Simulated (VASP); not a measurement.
# A VASP study of ReB2 (r2SCAN + rVV10): structure first, properties next, part 3 of 6

Wanted: the relaxed cell of ReB2 and its properties. The start is a cell from a database of measured crystal structures.

VASP 6.6.1; r2SCAN with rVV10; plane waves and PAW (Re, B).

So far. Step 3 (Single point with fields (r2SCAN + rVV10)): In this run the pressure is -0.01 GPa, small enough to go on. Step 4 (Bands along the symmetry lines (r2SCAN + rVV10)): There is no gap at this level.

**5. Density of states (r2SCAN + rVV10)**

A density of states needs more k-points than a total energy; ISMEAR = -5 takes tetrahedra, and LORBIT projects the states on the PAW spheres. The mesh is finer than in the run before.

Input file INCAR:

```
SYSTEM = ReB2
PREC = Accurate
ENCUT = 420
EDIFF = 1E-06
NELM = 100
ISMEAR = -5
SIGMA = 0.05
LREAL = .FALSE.
ALGO = Normal
METAGGA = R2SCAN
LUSE_VDW = .TRUE.
IVDW_NL = 2
BPARAM = 11.95
CPARAM = 0.0093
LASPH = .TRUE.
NBANDS = 29
LORBIT = 11
LWAVE = .FALSE.
LCHARG = .FALSE.
KPAR = 4
NEDOS = 2001
```

Input file POSCAR:

```
ReB2
1.0
    2.9017840246      0.0000000000      0.0000000000
   -1.4508920123      2.5130186816      0.0000000000
    0.0000000000      0.0000000000      7.4800785083
Re B
2 4
Direct
    0.3333333333      0.6666666667      0.2500000000
    0.6666666667      0.3333333333      0.7500000000
    0.3333333333      0.6666666667      0.5480082846
    0.6666666667      0.3333333333      0.0480082846
    0.3333333333      0.6666666667      0.9519917154
    0.6666666667      0.3333333333      0.4519917154
```

Input file KPOINTS:

```
Automatic mesh
0
Gamma
11 11 4
0 0 0
```

Potentials, in the order of the species: Re and B (PBE family, release 64).

On the command line:

```sh
mpirun -np 4 vasp_std
```

What it wrote:

```text
[... set-up lines as in an earlier step ...]
 entering main loop
       N       E                     dE             d eps       ncg     rms          rms(c)
Total rVV10 correction in eV:      0.2851813    35.8663179
Total rVV10 correction in eV:      0.2851813    35.8663179
Total rVV10 correction in eV:      0.2851813    35.8663179
Total rVV10 correction in eV:      0.2851813    35.8663179
DAV:   1    -0.392358259705E+02   -0.39236E+02   -0.11126E+04  5560   0.960E+02
DAV:   2    -0.141233519603E+03   -0.10200E+03   -0.94622E+02  4912   0.282E+02
DAV:   3    -0.144267767018E+03   -0.30342E+01   -0.30049E+01  5032   0.477E+01
DAV:   4    -0.144292914746E+03   -0.25148E-01   -0.25063E-01  4832   0.423E+00
DAV:   5    -0.144293360341E+03   -0.44559E-03   -0.44465E-03  4736   0.919E-01    0.584E+01
Total rVV10 correction in eV:      0.2666410    35.8663179
Total rVV10 correction in eV:      0.2666410    35.8663179
Total rVV10 correction in eV:      0.2666410    35.8663179
Total rVV10 correction in eV:      0.2666410    35.8663179
DAV:   6    -0.136772553497E+03    0.75208E+01   -0.12589E+01  5086   0.625E+01    0.105E+01
Total rVV10 correction in eV:      0.2672008    35.8663180
Total rVV10 correction in eV:      0.2672008    35.8663180
Total rVV10 correction in eV:      0.2672008    35.8663180
Total rVV10 correction in eV:      0.2672008    35.8663180
DAV:   7    -0.136693661778E+03    0.78892E-01   -0.14794E+00  4952   0.184E+01    0.131E+01
Total rVV10 correction in eV:      0.2660010    35.8663180
Total rVV10 correction in eV:      0.2660010    35.8663180
Total rVV10 correction in eV:      0.2660010    35.8663180
Total rVV10 correction in eV:      0.2660010    35.8663180
DAV:   8    -0.136658009800E+03    0.35652E-01   -0.13544E-01  4952   0.291E+00    0.122E+00
Total rVV10 correction in eV:      0.2659085    35.8663180
Total rVV10 correction in eV:      0.2659085    35.8663180
Total rVV10 correction in eV:      0.2659085    35.8663180
Total rVV10 correction in eV:      0.2659085    35.8663180
DAV:   9    -0.136650620230E+03    0.73896E-02   -0.83914E-03  4728   0.761E-01    0.447E-01
Total rVV10 correction in eV:      0.2659588    35.8663180
Total rVV10 correction in eV:      0.2659588    35.8663180
Total rVV10 correction in eV:      0.2659588    35.8663180
Total rVV10 correction in eV:      0.2659588    35.8663180
DAV:  10    -0.136650060487E+03    0.55974E-03   -0.10754E-03  4672   0.698E-01    0.459E-02
Total rVV10 correction in eV:      0.2660066    35.8663180
Total rVV10 correction in eV:      0.2660066    35.8663180
Total rVV10 correction in eV:      0.2660066    35.8663180
Total rVV10 correction in eV:      0.2660066    35.8663180
DAV:  11    -0.136650075542E+03   -0.15055E-04   -0.54946E-05  4534   0.452E-02    0.200E-02
Total rVV10 correction in eV:      0.2660465    35.8663180
Total rVV10 correction in eV:      0.2660465    35.8663180
Total rVV10 correction in eV:      0.2660465    35.8663180
Total rVV10 correction in eV:      0.2660465    35.8663180
DAV:  12    -0.136650069477E+03    0.60653E-05   -0.58690E-06  4344   0.456E-02    0.361E-03
Total rVV10 correction in eV:      0.2660464    35.8663180
Total rVV10 correction in eV:      0.2660464    35.8663180
Total rVV10 correction in eV:      0.2660464    35.8663180
Total rVV10 correction in eV:      0.2660464    35.8663180
DAV:  13    -0.136650069582E+03   -0.10512E-06   -0.43562E-07  2160   0.536E-03
Total rVV10 correction in eV:      0.2660470    35.8663180
Total rVV10 correction in eV:      0.2660470    35.8663180
Total rVV10 correction in eV:      0.2660470    35.8663180
Total rVV10 correction in eV:      0.2660470    35.8663180
Total rVV10 correction in eV:      0.2660464    35.8663180
Total rVV10 correction in eV:      0.2660464    35.8663180
Total rVV10 correction in eV:      0.2660464    35.8663180
Total rVV10 correction in eV:      0.2660464    35.8663180
   1 F= -.13665007E+03 E0= -.13665007E+03  d E =0.000000E+00
 -----------------------------------------------------------------------------
|                                                                             |
|           W    W    AA    RRRRR   N    N  II  N    N   GGGG   !!!           |
|           W    W   A  A   R    R  NN   N  II  NN   N  G    G  !!!           |
|           W    W  A    A  R    R  N N  N  II  N N  N  G       !!!           |
|           W WW W  AAAAAA  RRRRR   N  N N  II  N  N N  G  GGG   !            |
|           WW  WW  A    A  R   R   N   NN  II  N   NN  G    G                |
|           W    W  A    A  R    R  N    N  II  N    N   GGGG   !!!           |
|                                                                             |
|     Tetrahedron method does not include variations of the Fermi             |
|     occupations, so forces and stress will be inaccurate. We suggest        |
|     using a different smearing scheme ISMEAR = 1 or 2 for metals in         |
|     relaxations.                                                            |
|                                                                             |
 -----------------------------------------------------------------------------
```

The job ended after 73 s (4 MPI ranks of Intel Xeon Platinum 8488C (Sapphire Rapids), shared host; peak memory 1.1 GiB).

OUTCAR, selected parts (step 5):

```text
   k-points           NKPTS =     48   k-points in BZ     NKDIM =     48   number of bands    NBANDS=     29

   NELECT =      26.0000    total number of electrons

 E-fermi :   7.9284

 k-point     1 :       0.0000    0.0000    0.0000
  band No.  band energies     occupation
    ...
     10       5.5139      2.00000
     11       5.7064      2.00000
     12       5.7064      2.00000
     13       8.0999      1.75171
     14       8.0999      0.54667
     15      10.5199      0.00000
     16      10.5199      0.00000
     17      12.1815      0.00000
     18      13.3094      0.00000
     19      13.3094      0.00000
    ...

  Total        0.1777729      0.1777729     -0.3749519      0.0000000      0.0000000      0.0000000
  in kB        5.2216663      5.2216663    -11.0133437      0.0000000      0.0000000      0.0000000
  external PRESSURE =      -0.1900037 kB  Pullay stress =       0.0000000 kB

 POSITION                                       TOTAL-FORCE (eV/Angst)
 -----------------------------------------------------------------------------------
     -0.00000      1.67535      1.87002         0.000000     -0.000000     -0.000000
      1.45089      0.83767      5.61006        -0.000000      0.000000     -0.000000
     -0.00000      1.67535      4.09914        -0.000000      0.000000      0.001488
      1.45089      0.83767      0.35911        -0.000000      0.000000      0.001488
     -0.00000      1.67535      7.12097        -0.000000     -0.000000     -0.001488
      1.45089      0.83767      3.38093         0.000000     -0.000000     -0.001488
 -----------------------------------------------------------------------------------
    total drift:                               -0.000000      0.000000     -0.000000

  FREE ENERGIE OF THE ION-ELECTRON SYSTEM (eV)
  ---------------------------------------------------
  free  energy   TOTEN  =      -136.6500695818 eV

  energy  without entropy=     -136.6500695818  energy(sigma->0) =     -136.65006958

[... 7 parts as in an earlier step ...]

[... 9 further parts left out ...]
```

With tetrahedra the forces and stress of a metal are not exact derivatives of the energy.

This step gave:

```yaml
irreducible_k_points: 48
free_energy_toten: -136.6501 eV
fermi_energy: 7.928 eV
pressure: -0.01900 GPa
dos_at_the_fermi_level: 1.176 states/eV/cell
```

The density of states has structure finer than the step of the table below, so its rows give means over 2 eV, whole bins alone (the curve runs from -12.0 to 7.01 eV). Peaks (eV: height): total -5.0: 4.57, -4.0: 5.81, -2.7: 5.17, 2.9: 4.29; Re d -5.0: 2.10, -4.0: 2.33, -2.7: 2.86, 2.9: 3.01; B p -5.0: 1.16, -4.0: 1.58, -2.7: 0.936, 4.8: 0.652; Re p -8.2: 0.184, -5.0: 0.203, -4.0: 0.466, -2.5: 0.484; B s -10.7: 0.484, -8.2: 0.589, -4.0: 0.142, 6.4: 0.330.

States under -12.0 eV and over 7.0 eV are left out. Table of density of states by energy, zero at the Fermi level; means over each step; values in states/eV/cell:

| energy (eV) | total | Re d | B p | Re p | B s | Re s |
| --- | --- | --- | --- | --- | --- | --- |
| -10 | 0.799 | 0.125 | 0.107 | 0.0313 | 0.262 | 0.0786 |
| -8 | 1.80 | 0.430 | 0.314 | 0.120 | 0.360 | 0.159 |
| -6 | 2.25 | 0.905 | 0.522 | 0.118 | 0.137 | 0.102 |
| -4 | 3.40 | 1.53 | 0.890 | 0.211 | 0.0696 | 0.0512 |
| -2 | 2.62 | 1.33 | 0.530 | 0.240 | 0.0132 | 0.0202 |
| 0 | 1.31 | 0.941 | 0.154 | 0.0319 | 0.00441 | 0.00474 |
| 2 | 1.73 | 1.10 | 0.280 | 0.0365 | 0.0301 | 0.0169 |
| 4 | 2.40 | 1.45 | 0.413 | 0.0758 | 0.0686 | 0.0482 |
| 6 | 1.55 | 0.523 | 0.328 | 0.0491 | 0.225 | 0.0329 |

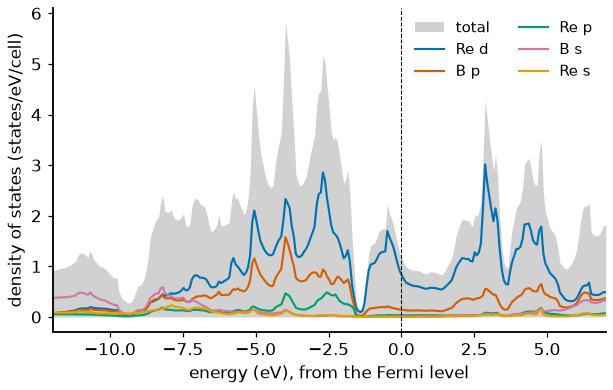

Density of states, plotted against energy.

The finer mesh and the other smearing move the Fermi level by -0.10 eV from the 8×8×3 run, one measure of the sampling error in the zero of the bands above. Of the states within 0.3 eV of the Fermi level, the largest shares in the PAW spheres are Re d 72 % and B p 11 %. The rest lies in smaller channels or between the spheres.

**6. Volume scan with r2SCAN + rVV10**

An equation of state needs energies on both sides of the minimum, all on one mesh and cutoff.

Edit INCAR of step 5 so:

```diff
@@ -5,3 +5,3 @@
 NELM = 100
-ISMEAR = -5
+ISMEAR = 0
 SIGMA = 0.05
@@ -15,3 +15,3 @@
 LASPH = .TRUE.
-NBANDS = 29
+NBANDS = 19
 LORBIT = 11
@@ -20,2 +20,2 @@
 KPAR = 4
-NEDOS = 2001
+ISIF = 2
```

Edit POSCAR of step 5 so:

```diff
@@ -2,5 +2,5 @@
 1.0
-    2.9017840246      0.0000000000      0.0000000000
-   -1.4508920123      2.5130186816      0.0000000000
-    0.0000000000      0.0000000000      7.4800785083
+    2.8425473210      0.0000000000      0.0000000000
+   -1.4212736605      2.4617181914      0.0000000000
+    0.0000000000      0.0000000000      7.3273809988
 Re B
```

Input file KPOINTS:

```
Automatic mesh
0
Gamma
8 8 3
0 0 0
```

On the command line:

```sh
mpirun -np 4 vasp_std
```

What it wrote:

```text
[... set-up lines as in an earlier step ...]
 entering main loop
       N       E                     dE             d eps       ncg     rms          rms(c)
Total rVV10 correction in eV:      0.2658777    35.8663179
Total rVV10 correction in eV:      0.2658777    35.8663179
Total rVV10 correction in eV:      0.2658777    35.8663179
Total rVV10 correction in eV:      0.2658777    35.8663179
DAV:   1    -0.168915508871E+02   -0.16892E+02   -0.11963E+04  1498   0.147E+03
DAV:   2    -0.138113922290E+03   -0.12122E+03   -0.11416E+03  1423   0.440E+02
DAV:   3    -0.143961301339E+03   -0.58474E+01   -0.56287E+01  1349   0.112E+02
DAV:   4    -0.144086831052E+03   -0.12553E+00   -0.12458E+00  1408   0.977E+00
DAV:   5    -0.144088709166E+03   -0.18781E-02   -0.18727E-02  1352   0.166E+00    0.663E+01
Total rVV10 correction in eV:      0.2490386    35.8663179
Total rVV10 correction in eV:      0.2490386    35.8663179
Total rVV10 correction in eV:      0.2490386    35.8663179
Total rVV10 correction in eV:      0.2490386    35.8663179
DAV:   6    -0.136509831649E+03    0.75789E+01   -0.28456E+01  1496   0.948E+01    0.144E+01
Total rVV10 correction in eV:      0.2492177    35.8663179
Total rVV10 correction in eV:      0.2492177    35.8663179
Total rVV10 correction in eV:      0.2492177    35.8663179
Total rVV10 correction in eV:      0.2492177    35.8663179
DAV:   7    -0.136416055219E+03    0.93776E-01   -0.16953E+00  1432   0.254E+01    0.152E+01
Total rVV10 correction in eV:      0.2496804    35.8663179
Total rVV10 correction in eV:      0.2496804    35.8663179
Total rVV10 correction in eV:      0.2496804    35.8663179
Total rVV10 correction in eV:      0.2496804    35.8663179
DAV:   8    -0.136386159726E+03    0.29895E-01   -0.16291E-01  1376   0.580E+00    0.862E-01
Total rVV10 correction in eV:      0.2489875    35.8663179
Total rVV10 correction in eV:      0.2489875    35.8663179
Total rVV10 correction in eV:      0.2489875    35.8663179
Total rVV10 correction in eV:      0.2489875    35.8663179
DAV:   9    -0.136372759358E+03    0.13400E-01   -0.19969E-02  1312   0.388E+00    0.434E-01
Total rVV10 correction in eV:      0.2490795    35.8663179
Total rVV10 correction in eV:      0.2490795    35.8663179
Total rVV10 correction in eV:      0.2490795    35.8663179
Total rVV10 correction in eV:      0.2490795    35.8663179
DAV:  10    -0.136372226745E+03    0.53261E-03   -0.12505E-03  1336   0.584E-01    0.560E-02
Total rVV10 correction in eV:      0.2491676    35.8663179
Total rVV10 correction in eV:      0.2491676    35.8663179
Total rVV10 correction in eV:      0.2491676    35.8663179
Total rVV10 correction in eV:      0.2491676    35.8663179
DAV:  11    -0.136372236599E+03   -0.98540E-05   -0.75674E-05  1392   0.161E-01    0.263E-02
Total rVV10 correction in eV:      0.2492094    35.8663179
Total rVV10 correction in eV:      0.2492094    35.8663179
Total rVV10 correction in eV:      0.2492094    35.8663179
Total rVV10 correction in eV:      0.2492094    35.8663179
DAV:  12    -0.136372237157E+03   -0.55751E-06   -0.48382E-06   968   0.370E-02
Total rVV10 correction in eV:      0.2492161    35.8663179
Total rVV10 correction in eV:      0.2492161    35.8663179
Total rVV10 correction in eV:      0.2492161    35.8663179
Total rVV10 correction in eV:      0.2492161    35.8663179
Total rVV10 correction in eV:      0.2492144    35.8663179
Total rVV10 correction in eV:      0.2492144    35.8663179
Total rVV10 correction in eV:      0.2492144    35.8663179
Total rVV10 correction in eV:      0.2492144    35.8663179
   1 F= -.13637224E+03 E0= -.13637043E+03  d E =-.361063E-02
```

The job ended after 45 s (4 MPI ranks; peak memory 0.97 GiB; 2.9 min of CPU time).

OUTCAR, selected parts (step 6):

```text
   ENCUT  =  420.0 eV  30.87 Ry    5.56 a.u.   4.75  4.75 12.24*2*pi/ulx,y,z

   NELECT =      26.0000    total number of electrons

 E-fermi :   8.7597

 k-point     1 :       0.0000    0.0000    0.0000
  band No.  band energies     occupation
    ...
      8       5.6924      2.00000
      9       6.0418      2.00000
     10       6.0418      2.00000
     11       6.2680      2.00000
     12       6.2680      2.00000
     13       8.8756      0.00105
     14       8.8756      0.00105
     15      11.3437      0.00000
     16      11.3437      0.00000
     17      12.9672      0.00000
    ...

  Total        7.3468516      7.3468516     10.0094074      0.0000000      0.0000000      0.0000000
  in kB      229.5710077    229.5710077    312.7693129      0.0000000      0.0000000      0.0000000
  external PRESSURE =     257.3037761 kB  Pullay stress =       0.0000000 kB

 POSITION                                       TOTAL-FORCE (eV/Angst)
 -----------------------------------------------------------------------------------
     -0.00000      1.64115      1.83185         0.000000     -0.000000      0.000000
      1.42127      0.82057      5.49554        -0.000000     -0.000000      0.000000
     -0.00000      1.64115      4.01547         0.000000     -0.000000     -0.008375
      1.42127      0.82057      0.35177        -0.000000      0.000000     -0.008375
     -0.00000      1.64115      6.97561         0.000000     -0.000000      0.008375
      1.42127      0.82057      3.31192        -0.000000      0.000000      0.008375
 -----------------------------------------------------------------------------------
    total drift:                               -0.000000      0.000000     -0.000000

  FREE ENERGIE OF THE ION-ELECTRON SYSTEM (eV)
  ---------------------------------------------------
  free  energy   TOTEN  =      -136.3722371568 eV

  energy  without entropy=     -136.3686265282  energy(sigma->0) =     -136.37043184

[... 4 parts as in an earlier step ...]

[... 12 further parts left out ...]
```

The scan keeps the cell's shape and the fractional positions fixed.

Numbers from this step:

* SCF cycles: 12
* bands: 19
* irreducible k-points: 20
* free energy (TOTEN): -136.3722 eV
* energy at zero smearing: -136.3704 eV
* Fermi energy: 8.760 eV
* pressure: 25.73 GPa

The pressure here is 25.73 GPa.

[end of part 3 of 6]

[Lines on the potential files, build, host, timing and source positions are cut from VASP's logs without a mark.]

[Logs are printed without paths, hosts, clocks, repeated set-up lines and the standing remarks that a program may print on its own settings, such as how far it seeks lower states.]

[Hosts, paths, dates, database ids (printed as entryN), source tags and the programs' standing remarks are cut or masked in the printed files.]

[A measured line is paired with the nearest computed mode of its activity, which favours agreement.]
